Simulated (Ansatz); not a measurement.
# HF/def2-SVPD (core potential) run of SnH3OF (SMILES [OH][SnH2][F])

What is the vertical singlet–triplet gap of SnH3OF at HF/def2-SVPD (core potential)? 

The calculation is run with Ansatz 0.2.0.

73 further runs of the same task are left out: 73 set aside as unsound or not needed.

**1. The system as given**

SnH3OF: 6 atoms, total charge 0, spin state singlet. SMILES: `[OH][SnH2][F]`. The shape is that of a PBE0-D4/def2-TZVP optimisation. This is one conformer, not always the lowest.

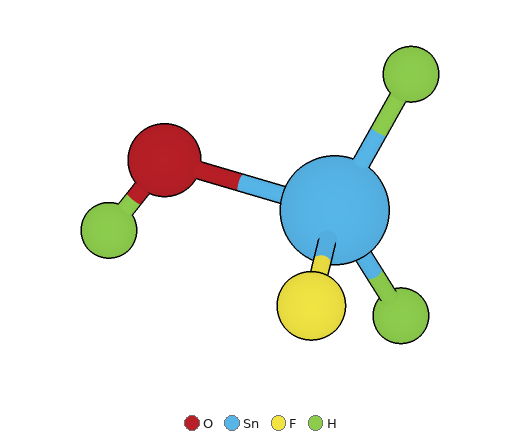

The structure, seen from a chosen angle (oxygen red, tin blue, fluorine yellow, hydrogen green).

**2. A single-point energy at HF/def2-SVPD (core potential)**

File job.yaml:

```yaml
crystal:
  periodic: [false, false, false]
  atoms:
    - {symbol: O, position_ang: [-1.414400, -0.333000, -0.425000]}
    - {symbol: Sn, position_ang: [0.302300, 0.255900, 0.283700]}
    - {symbol: F, position_ang: [1.409100, -1.315100, 0.302100]}
    - {symbol: H, position_ang: [-1.368600, -0.685700, -1.316700]}
    - {symbol: H, position_ang: [1.096100, 1.317100, -0.782100]}
    - {symbol: H, position_ang: [0.017500, 0.696700, 1.891900]}
basis:
  gaussian: {orbitals: def2-SVPD}
output: {orbitals: {seedname: orbitals}}
accuracy: high
hamiltonian: {xc: hf}
```

Command:

```console
ansatz run job.yaml --threads 1 --pin off --max-ram 3480MiB --events-out events.jsonl --progress --plain --runs-dir runs
```

The program printed:

```text
Warning: RAYON_NUM_THREADS=1 ignored (pool sized by the plan → 1); use --threads N
Functional definition: HF
  name "HF"
  exchange = exact_x
  correlation = 0
2210 factors; integrals over basis functions are off by at most 2.9e-9 eV
mean field evaluation 1: about -10588.9988 eV, gradient 4.6e1 eV
mean field evaluation 2: about -10589.0833 eV, gradient 4.6e1 eV
mean field evaluation 4: about -10593.1201 eV, gradient 2.2e0 eV
mean field evaluation 8: about -10593.1516 eV, gradient 2.9e-1 eV
mean field evaluation 16: about -10593.1518 eV, gradient 1.9e-8 eV
mean field -10593.15181947 eV, -389.2911490691 hartree, gradient 1.8e-8 eV, S^2 0.000000; 0 other end points of the search recorded, 0 dependent functions left out
reference -10593.15181947 eV, -389.2911490691 hartree; 21, 21 occupied and 81, 81 virtual orbitals, 2210 factors
Total energy: -10593.15181947 eV, -389.2911490691 hartree
```

Wall time 4.2 s (1 thread of Arm Neoverse V1, shared host); peak memory 0.31 GiB.

**3. The triplet, same level**

File molecule.yaml:

```yaml
crystal:
  periodic: [false, false, false]
  atoms:
    - {symbol: O, position_ang: [-1.414400, -0.333000, -0.425000]}
    - {symbol: Sn, position_ang: [0.302300, 0.255900, 0.283700]}
    - {symbol: F, position_ang: [1.409100, -1.315100, 0.302100]}
    - {symbol: H, position_ang: [-1.368600, -0.685700, -1.316700]}
    - {symbol: H, position_ang: [1.096100, 1.317100, -0.782100]}
    - {symbol: H, position_ang: [0.017500, 0.696700, 1.891900]}
basis:
  gaussian:
    orbitals: def2-SVPD
magnetization:
  spin_polarized: true
  initial_magnetization: 2
hamiltonian:
  xc: hf
accuracy: high
output: {orbitals: {seedname: orbitals}}
```

Command:

```console
ansatz run molecule.yaml --threads 1 --pin off --max-ram 3480MiB --events-out events.jsonl --progress --plain --runs-dir runs
```

The program printed, cut to the lines that bear on the results:

```text
Warning: RAYON_NUM_THREADS=1 ignored (pool sized by the plan → 1); use --threads N
[... 2 set-up lines as earlier in the session ...]
[...]
2210 factors; integrals over basis functions are off by at most 2.9e-9 eV
[...]
mean field -10587.29159080 eV, -389.0757896379 hartree, gradient 2.1e-8 eV, S^2 2.008313; 3 other end points of the search recorded, 0 dependent functions left out
reference -10587.29159080 eV, -389.0757896379 hartree; 22, 20 occupied and 80, 82 virtual orbitals, 2210 factors
Total energy: -10587.29159080 eV, -389.0757896379 hartree
```

It took 27 s on 1 thread of Arm Neoverse V1, shared host; peak memory 0.48 GiB.

**4. Outcome**

At HF/def2-SVPD (core potential):

```
                                        quantity          value
                           singlet: total energy  -389.29115 Eh
                            singlet: HOMO energy      -12.84 eV
                            singlet: LUMO energy        1.82 eV
                          singlet: HOMO–LUMO gap       14.65 eV
                           triplet: total energy  -389.07579 Eh
     triplet: HOMO energy (highest over α and β)       -4.78 eV
      triplet: LUMO energy (lowest over α and β)       -1.23 eV
                                   triplet: ⟨S²⟩          2.008
vertical energy of the triplet above the singlet       5.860 eV
```

**Reading.** At this shape the triplet lies 5.86 eV (135 kcal/mol) above the singlet.
